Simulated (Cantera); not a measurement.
Feed: 1 mol CF4, 0.12 mol CH4, at 0.000460 bar.

Method: chemical equilibrium by Gibbs-energy minimisation in Cantera with the NASA 1993 tables (ideal gas, pure condensed phases). Candidate condensed phases: C, C6H6, C7H8, C8H18; 95 gas species. Gases not in the tables: C2F6 and larger saturated fluorocarbons. Rates play no part.

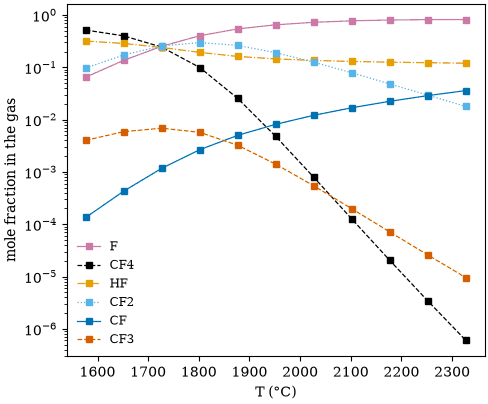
Equilibrium gas composition (values under 1e-9 drawn at 1e-9)

Q: Read off the mole fractions at 1877 °C.

A: F about 0.54, CF2 about 0.26, HF about 0.16, CF4 about 0.025, CF about 0.0050, CF3 about 0.0032.
